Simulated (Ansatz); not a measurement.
# SiH3Br (SMILES [SiH3]Br): levels of theory compared

Aim: a comparison of 6 runs (B2PLYP/STO-3G, HSE06/STO-3G, UPBE/STO-3G, MP2/STO-3G, CCSDT(Q)/STO-3G, FCI/STO-3G) of SiH3Br. 

The calculation is run with Ansatz 0.2.0.

56 further runs of the same task are left out: 6 that didn't finish, 50 set aside as unsound or not needed.

## Step 1: The molecule

SiH3Br: 5 atoms, total charge 0, spin state singlet. SMILES: `[SiH3]Br`. The H3–Si1 distance was set to 3.701 Å, away from the relaxed value. At this shape a bond of the SMILES string is far longer than usual.

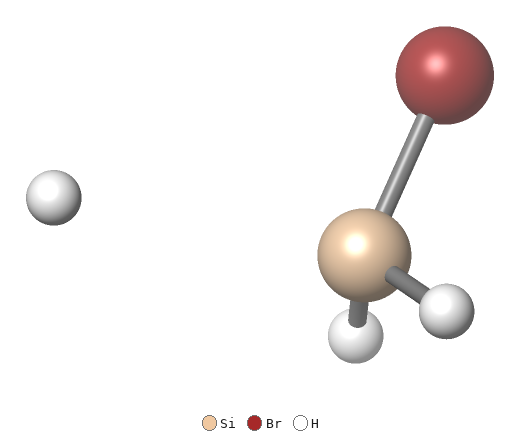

The structure, seen from a chosen angle (silicon light orange, bromine red, hydrogen white).

## Step 2: The energy at B2PLYP/STO-3G (run 1)

The input, input.yaml:

```yaml
crystal:
  periodic: [false, false, false]
  atoms:
    - symbol: Si
      position_ang: [1.228254, 0.298001, -1.769799]
    - symbol: Br
      position_ang: [3.228694, -0.463229, -1.183329]
    - symbol: H
      position_ang: [-1.064550, -0.105170, 1.107850]
    - symbol: H
      position_ang: [0.750124, -0.489449, -2.928849]
    - symbol: H
      position_ang: [1.360164, 1.727461, -2.132189]
basis:
  gaussian: {orbitals: STO-3G}
hamiltonian: {xc: {name: B2PLYP}}
correlation: {frozen_orbitals: {Br: 9, H: 0, Si: 5}}
accuracy: high
```

Started as:

```sh
$ ansatz run input.yaml --threads 1 --pin off --max-ram 3480MiB --events-out events.jsonl --progress --plain --runs-dir runs
```

The program printed:

```text
Warning: RAYON_NUM_THREADS=1 ignored (pool sized by the plan → 1); use --threads N
Functional definition: B2PLYP
  name "B2PLYP"
  parameter a = 0.53
  parameter c = 0.27
  exchange = (1 - a)*b88_x + a*exact_x
  correlation = (1 - c)*lyp_c + c*(mp2_os + mp2_ss)
435 factors; integrals over basis functions are off by at most 9.0e-9 eV
mean field evaluation 1: about -77085.4729 eV, gradient 2.3e1 eV
mean field evaluation 2: about -77085.4639 eV, gradient 2.3e1 eV
mean field evaluation 4: about -77087.2348 eV, gradient 1.8e1 eV
mean field evaluation 8: about -77092.9541 eV, gradient 1.3e1 eV
mean field evaluation 16: about -77094.3700 eV, gradient 7.2e-9 eV
mean field evaluation 32: about -77093.3251 eV, gradient 1.4e0 eV
mean field -77094.36999875 eV, -2833.1658410132 hartree, gradient 1.4e-8 eV, S^2 0.000000; 1 other end points of the search recorded, 0 dependent functions left out; unrestricted orbitals would lower it
14 core orbitals not correlated: weight in the atoms' cores, before any rotation towards them, 1.000 or more for the frozen orbitals, at most 0.000 for the correlated occupied ones
reference -77094.37001866 eV, -2833.1658417447 hartree; 12, 12 occupied and 4, 4 virtual orbitals, 435 factors
second order -8.23394600 eV of doubles, -0.00000000 eV of singles
Total energy: -77096.59318408 eV, -2833.2475415670 hartree
```

Run time: 3.3 s. Hardware: 1 thread of Arm Neoverse V1, shared host; peak memory 0.11 GiB.

## Step 3: The energy at HSE06/STO-3G (run 2)

The input, input.yaml:

```yaml
crystal:
  periodic: [false, false, false]
  atoms:
    - {symbol: Si, position_ang: [1.228254, 0.298001, -1.769799]}
    - {symbol: Br, position_ang: [3.228694, -0.463229, -1.183329]}
    - {symbol: H, position_ang: [-1.064550, -0.105170, 1.107850]}
    - {symbol: H, position_ang: [0.750124, -0.489449, -2.928849]}
    - {symbol: H, position_ang: [1.360164, 1.727461, -2.132189]}
basis:
  gaussian:
    orbitals: STO-3G
hamiltonian:
  xc: {name: HSE06}
accuracy: high
```

Started as:

```sh
$ ansatz run input.yaml --threads 1 --pin off --max-ram 3480MiB --events-out events.jsonl --progress --plain --runs-dir runs
```

The program printed:

```text
Warning: RAYON_NUM_THREADS=1 ignored (pool sized by the plan → 1); use --threads N
Functional definition: HSE06
  name "HSE06"
  parameter a = 0.25
  parameter omega = 0.11/bohr
  exchange = pbe_x - a*pbe_x_sr(omega) + a*exact_x_sr(omega)
  correlation = pbe_c
435 factors; integrals over basis functions are off by at most 9.0e-9 eV
61 factors; integrals over basis functions are off by at most 1.5e-9 eV
mean field evaluation 1: about -77089.2599 eV, gradient 2.5e1 eV
mean field evaluation 2: about -77082.9390 eV, gradient 3.8e1 eV
mean field evaluation 4: about -77091.0909 eV, gradient 1.3e1 eV
mean field evaluation 8: about -77092.0828 eV, gradient 1.9e1 eV
mean field evaluation 16: about -77099.3485 eV, gradient 1.1e-7 eV
mean field -77099.34847770 eV, -2833.3487967400 hartree, gradient 2.8e-8 eV, S^2 0.000000; 0 other end points of the search recorded, 0 dependent functions left out
reference -77099.34847970 eV, -2833.3487968134 hartree; 26, 26 occupied and 4, 4 virtual orbitals, 435 factors
Total energy: -77099.34847970 eV, -2833.3487968134 hartree
```

Run time: 2.1 s. Hardware: 1 thread of Arm Neoverse V1, shared host; peak memory 0.1 GiB.

Runs 3 to 5 aren't shown in full; the table further down has their settings and results.

## Step 4: The energy at FCI/STO-3G (run 6)

input.yaml: that of step 3 with these lines changed.

```diff
@@ -11,4 +11,5 @@
     orbitals: STO-3G
-hamiltonian:
-  xc: {name: HSE06}
 accuracy: high
+correlation:
+  method: fci
+  frozen_orbitals: {Br: 9, H: 0, Si: 5}
```

Started as:

```sh
$ ansatz run input.yaml --threads 1 --pin off --max-ram 3480MiB --events-out events.jsonl --progress --plain --runs-dir runs
```

The program printed:

```text
Warning: RAYON_NUM_THREADS=1 ignored (pool sized by the plan → 1); use --threads N
Functional definition: HF
  name "HF"
  exchange = exact_x
  correlation = 0
435 factors; integrals over basis functions are off by at most 9.0e-9 eV
mean field evaluation 1: about -77047.0265 eV, gradient 2.0e1 eV
mean field evaluation 2: about -77047.0413 eV, gradient 2.0e1 eV
mean field evaluation 4: about -77052.3256 eV, gradient 1.2e1 eV
mean field evaluation 8: about -77054.0288 eV, gradient 8.2e-1 eV
mean field evaluation 16: about -77052.5091 eV, gradient 6.7e0 eV
mean field -77054.03167901 eV, -2831.6834351051 hartree, gradient 3.9e-8 eV, S^2 0.000000; 2 other end points of the search recorded, 0 dependent functions left out; unrestricted orbitals would lower it
mean field evaluation 32: about -77055.3587 eV, gradient 2.1e1 eV
determinant -77054.03167901 eV, -2831.6834351051 hartree, with singles and doubles -77059.83756951 eV, -2831.8967976454 hartree
determinant -77052.90457029 eV, -2831.6420146236 hartree, with singles and doubles -77059.27253323 eV, -2831.8760329452 hartree
unrestricted determinant -77059.62358642 eV, -2831.8889339121 hartree, S^2 0.9995
14 core orbitals not correlated: weight in the atoms' cores, before any rotation towards them, 1.000 or more for the frozen orbitals, at most 0.000 for the correlated occupied ones
reference -77054.03167901 eV, -2831.6834351051 hartree; 12, 12 occupied and 4, 4 virtual orbitals, 435 factors
state -77061.06380348 eV, -2831.9418609127 hartree
Total energy: -77061.06380348 eV, -2831.9418609127 hartree
```

Run time: 5.4 s. Hardware: 1 thread of Arm Neoverse V1, shared host; peak memory 0.22 GiB.

## Step 5: Overview of the runs

| run | level | frozen core orbitals | energy (Eh) | wall time |
| --- | --- | --- | --- | --- |
| 1 | B2PLYP/STO-3G | 14 | -2833.247542 | 3.3 s |
| 2 | HSE06/STO-3G | – | -2833.348797 | 2.1 s |
| 3 | UPBE/STO-3G | – | -2833.166507 | 8.1 s |
| 4 | MP2/STO-3G | 14 | -2831.868832 | 0.38 s |
| 5 | CCSDT(Q)/STO-3G | 14 | -2831.941825 | 1.5 s |
| 6 | FCI/STO-3G | 14 | -2831.941861 | 5.4 s |

## Step 6: Outcome

| quantity | value |
| --- | --- |
| run 6: total energy | -2831.94186 Eh |
| run 6: correlation energy (14 core orbitals frozen) | -258.4 mEh |

**Reading.** Against full CI in this basis: MP2 +73.0 mEh; CCSDT(Q) +0.0 mEh. Totals of different functionals can't be ranked against each other. In runs 1, 4, 5 the log says that unrestricted orbitals would lower the reference, so the values rest on an unstable closed-shell determinant (other closed-shell runs at this shape may share the fault). In runs 1, 2, 3, 4, 5, 6 the basis is minimal, so the values are rough. In runs 1, 2, 4 a closed-shell determinant meets a far-stretched bond, which it describes badly. Spin contamination of the reference: run 3 ⟨S²⟩ = 0.99. Where it is this large, the reference is a mixture of spin states, and values that rest on it are in doubt. All runs together took 21 s, the longest 8.1 s.
